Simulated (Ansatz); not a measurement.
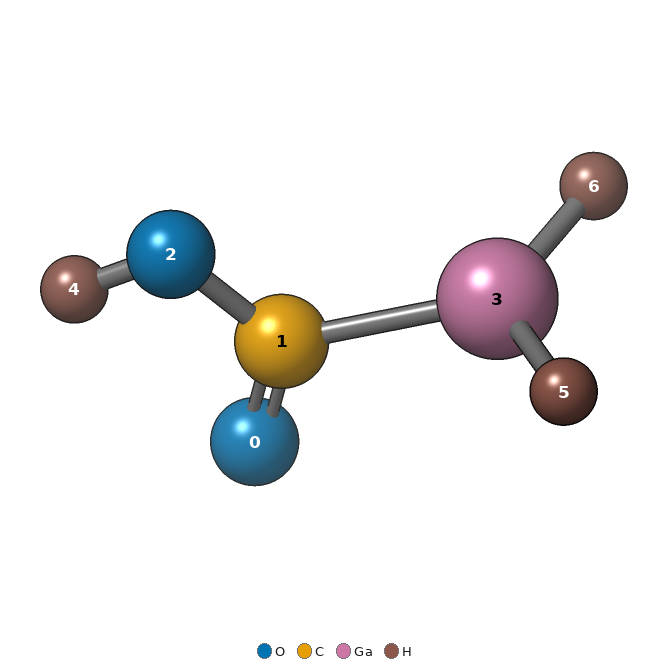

The structure as it stands in the input. Atoms are numbered from 0, in the order of the input.

The calculation was set up as follows.

```yaml
crystal:
  periodic: [false, false, false]
  atoms:
    - {symbol: O, position_ang: [1.145281, 0.117203, 1.309789]}
    - {symbol: C, position_ang: [0.468727, -0.294969, 0.401672]}
    - {symbol: O, position_ang: [0.540025, -1.569236, -0.021028]}
    - {symbol: Ga, position_ang: [-0.817873, 0.925115, -0.538358]}
    - {symbol: H, position_ang: [1.202285, -2.019964, 0.531858]}
    - {symbol: H, position_ang: [-2.254830, 1.072772, 0.054764]}
    - {symbol: H, position_ang: [-0.283615, 1.769079, -1.738687]}
basis:
  gaussian: {orbitals: def2-TZVPP}
magnetization: {spin_polarized: true, initial_magnetization: 0}
hamiltonian: {xc: {name: wB97X}}
accuracy: high
output: {forces: true}
```

Command:

```sh
ansatz run in.yaml --threads 2 --pin off --events-out ev --progress --plain --max-ram 4352MiB
```

Output:

```
Functional definition: wB97X
  name "wB97X"
  cite "Chai & Head-Gordon, J. Chem. Phys. 128, 084106 (2008) doi:10.1063/1.2834918"
  cite "Becke, J. Chem. Phys. 107, 8554 (1997) doi:10.1063/1.475007"
  parameter omega = 0.3/bohr
  parameter cx = 0.157706
  parameter cx1 = 0.726479
  parameter cx2 = 1.04760
  parameter cx3 = -5.70635
  parameter cx4 = 13.2794
  parameter css1 = -4.33879
  parameter css2 = 18.2308
  parameter css3 = -31.7430
  parameter css4 = 17.2901
  parameter cos1 = 2.37031
  parameter cos2 = -11.3995
  parameter cos3 = 6.58405
  parameter cos4 = -3.78132
  # The coefficients of nought are those of the uniform gas.
  exchange = spin_sum(e_x_unif_sr(omega)*poly(b97_u_x, 1 - cx, cx1, cx2, cx3, cx4)) + cx*exact_x_sr(omega)
      + exact_x_lr(omega)
  correlation = spin_sum(e_c_pw_same_spin*poly(b97_u_same, 1, css1, css2, css3, css4))
      + integral(e_c_pw_opposite_spin*poly(b97_u_opposite, 1, cos1, cos2, cos3, cos4))
3108 factors; integrals over basis functions are off by at most 7.0e-9 eV
416 factors; integrals over basis functions are off by at most 1.5e-9 eV
mean field evaluation 1: about -57554.3894 eV, gradient 4.1e1 eV
mean field evaluation 2: about -57552.8081 eV, gradient 4.9e1 eV
mean field evaluation 4: about -57559.6030 eV, gradient 2.6e0 eV
mean field evaluation 8: about -57559.7178 eV, gradient 2.0e-1 eV
mean field evaluation 16: about -57559.7181 eV, gradient 1.5e-4 eV
mean field -57559.71807307 eV, -2115.2806238071 hartree, gradient 2.4e-8 eV, S^2 0.000000; 0 other end points of the search recorded, 0 dependent functions left out
the calculation of the forces begins
reference -57559.71806986 eV, -2115.2806236891 hartree; 28, 28 occupied and 155, 155 virtual orbitals, 3108 factors
Total energy: -57559.71806986 eV, -2115.2806236891 hartree
Atom 0 at     1.145281     0.117203     1.309789 Å, force     0.045423    -0.051868     0.029680 eV/Å
Atom 1 at     0.468727    -0.294969     0.401672 Å, force    -0.139186     0.224188    -0.065660 eV/Å
Atom 2 at     0.540025    -1.569236    -0.021028 Å, force     0.201548    -0.227638     0.133042 eV/Å
Atom 3 at    -0.817873     0.925115    -0.538358 Å, force    -0.029849     0.072755    -0.004797 eV/Å
Atom 4 at     1.202285    -2.019964     0.531858 Å, force    -0.141294     0.077668    -0.125003 eV/Å
Atom 5 at    -2.254830     1.072772     0.054764 Å, force     0.106496    -0.021424    -0.051591 eV/Å
Atom 6 at    -0.283615     1.769079    -1.738687 Å, force    -0.043138    -0.073681     0.084329 eV/Å
Dipole moment:    -0.153626    -0.158806    -0.231763 e Å
```

The run converged.
